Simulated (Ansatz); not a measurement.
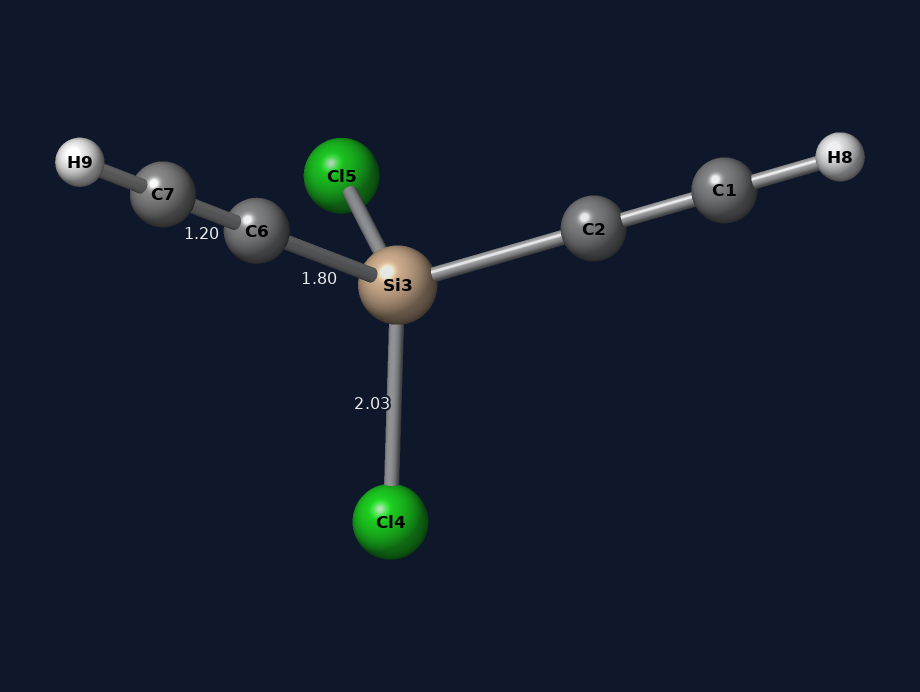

Bond lengths are marked in Å; every bond is drawn as one stick. The geometry was computed by an optimisation with PBE0-D4/def2-TZVP.

Assign a bond order to each marked bond.

Si3–Cl4 single; Si3–C6 single; C6–C7 triple.

Write the SMILES.

C#C[Si](Cl)(Cl)C#C
